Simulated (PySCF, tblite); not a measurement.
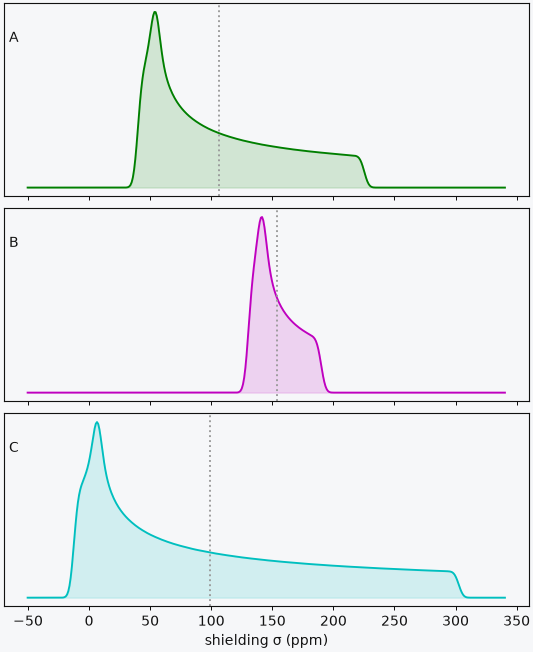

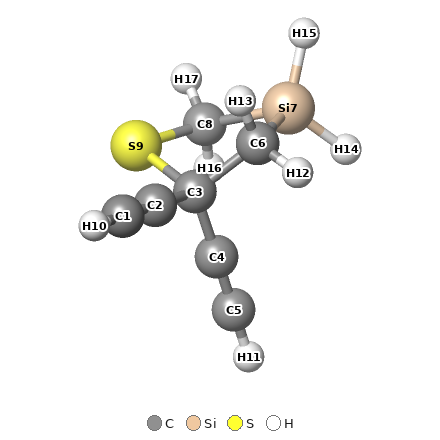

Static powder patterns (¹³C) from GIAO shielding tensors of C₇H₈SSi, SMILES C#CC1(C#C)C[SiH2]CS1, PBE0/pcSseg-1 with PySCF 2.14.0, at a GFN2-xTB geometry (a minimum by its frequencies); absolute shielding, one fixed geometry of the isolated molecule without any motion, no dipolar terms. The dotted line is the isotropic value; skew is 3(σiso − σ22)/span.

The panels belong to C4, C5 and C6. Which is which?

Answer. panel A: C5, σ11, σ22, σ33 = 40, 54, 225 ppm, isotropic 106, span 186 ppm, skew 0.84; panel B: C6, σ11, σ22, σ33 = 130, 142, 190 ppm, isotropic 154, span 60 ppm, skew 0.62; panel C: C4, σ11, σ22, σ33 = −12, 7, 303 ppm, isotropic 99, span 315 ppm, skew 0.88.

Note: the tight-binding geometry is rougher than a DFT one and adds to the error; one conformer of a flexible molecule.
